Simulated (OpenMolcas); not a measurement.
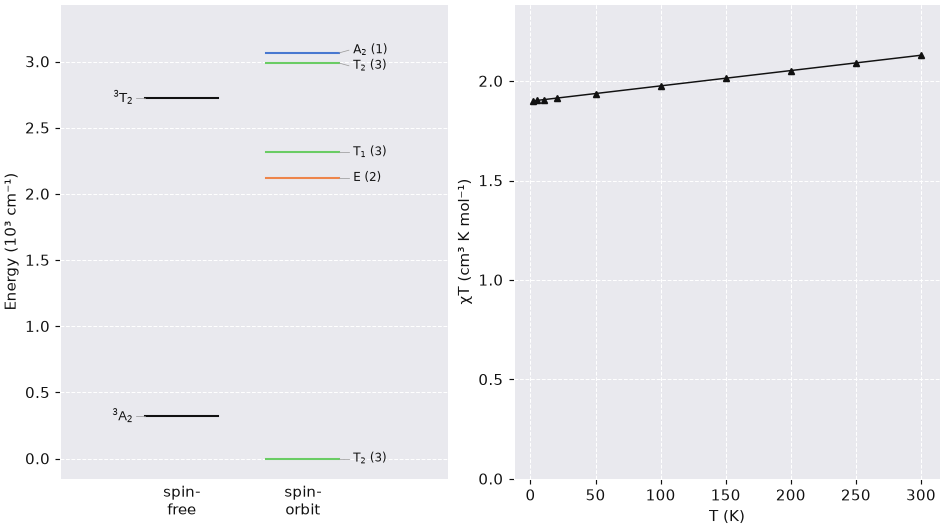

Levels of a 3d ion of charge +2 as a dopant in CsCaBr₃, a cluster with its 6 nearest Br⁻ at 2.745 Å (octahedron) embedded in model potentials and point charges; the geometry was set, not optimised. Labels give the representation in O, Td, D4 or D3 as the site allows (double group for half-integer spin) where it could be assigned and, in brackets, the degeneracy; spin-free states, where drawn, share the zero of the spin-orbit levels. Level of the calculation: state-averaged CASSCF, the open shell active, basis ANO-RCC-VDZP on all atoms, DKH2 scalar Hamiltonian, spin-orbit coupling by RASSI with atomic mean-field integrals (OpenMolcas). Powder susceptibility by Van Vleck's formula.

Q: Which ion is the dopant?

A: Ni²⁺ (3d⁸). The ground level is T₂, 3-fold degenerate, 100 % from states of spin multiplicity 3. The next level lies at 2,120 cm⁻¹ (E). The lowest spin-free state is ³A₂, from the free-ion F term; of the same spin there follows at 2,410 cm⁻¹ (³T₂) above it. A ligand-field fit to the spin-free states gives |10Dq| = 2,470 cm⁻¹, B = 1,260 and C = 4,610 cm⁻¹ (rms misfit 50 cm⁻¹). χT is 1.90 cm³ K mol⁻¹ at 2 K and 2.13 at 300 K, an effective moment of 4.13 μB. The active orbitals hold 96 to 99 % metal character (Löwdin), and the Mulliken charge of the metal is +0.94.

Caveat: covalent bonds, ligand orbitals missing from the active space; the geometry is set by hand, with no relaxation and no charge compensation.
